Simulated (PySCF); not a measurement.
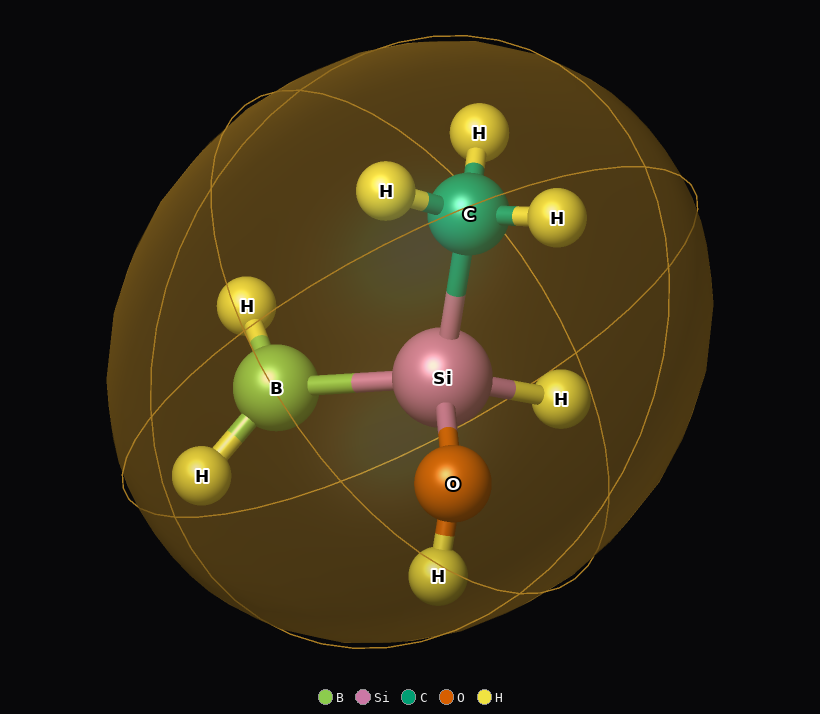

The ellipsoid shows the static dipole polarisability: its half-axes are proportional to the principal values. Computed geometry: GFN2-xTB optimisation. No frequency run is at hand to confirm it as a minimum. Method: PBE0/def2-SVPD (PySCF 2.14.0).

Question: How large and how anisotropic is the polarisability?

Answer: Principal values 51.7, 57.0, 66.9 bohr³; mean 58.6 bohr³ (8.68 Å³); anisotropy 13.4 bohr³, so the longest axis is 1.30 times the shortest.

The geometry is semi-empirical. Around B, Si such bond lengths and angles can be off by a tenth of an ångström or more and by several degrees, and values that hang on the shape move with them.
